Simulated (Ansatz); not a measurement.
Consider Zr in the hcp (Mg type) structure (space group P6_3/mmc, No. 194; a = 3.230 Å, c = 5.179 Å; relaxed with 0.1 eV smearing). Axes: x lies along a and z along c of the hexagonal cell.

Structures relaxed with plane-wave PAW DFT at the PBE level (Ansatz, an electronic-structure program, 420 eV), no spin-orbit coupling.

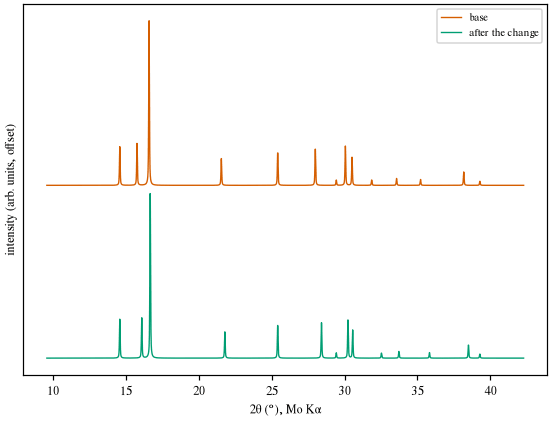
*Simulated powder patterns before (top) and after one change*

### Question
Which of these changes matches the shifts?
(A) uniaxial strain ε_zz = +2.00 %
(B) uniaxial strain ε_zz = −2.00 %
(C) uniaxial strain ε_zz = +2.50 %
(D) uniaxial strain ε_zz = +3.00 %

### Answer
B, uniaxial strain ε_zz = −2.00 %. Its volume per atom is 22.93 Å³ against 23.40 Å³, and its space group is P6_3/mmc (No. 194).

Whether these cells are dynamically stable was not tested. All final runs are without spin polarisation.
